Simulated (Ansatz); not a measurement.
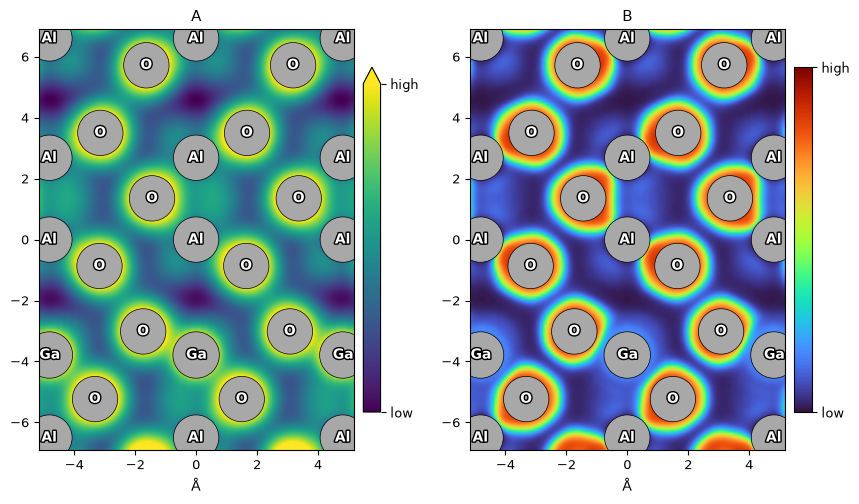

Al₃GaO₆: 2 fields on the (010) plane of the conventional cell, with unlabelled colour scales. Grey discs cover the atomic cores.

Space group R3; a structure from a database of computed crystals, not necessarily the ambient phase; started from the corundum host prototype, which need not be the ambient phase.

Computed with Ansatz 0.2.0, DFT, HSE06, plane waves, PAW.

> Match the panels to the quantities (electron localisation function and valence pseudo-density).

Panel A: valence pseudo-density. Panel B: electron localisation function. From the grid: Al–O (1.86 Å): ρ at the midpoint is about 0.65 e/Å³; the ELF peaks at about 0.85 in the valence shell of O, 0.7 Å from its nucleus, and is about 0.85 at the midpoint. Ga–O (1.90 Å): ρ is about 0.73 e/Å³ halfway; the ELF peaks at about 0.85 in the valence shell of O, 0.6 Å from its nucleus, and is about 0.35 at the midpoint.
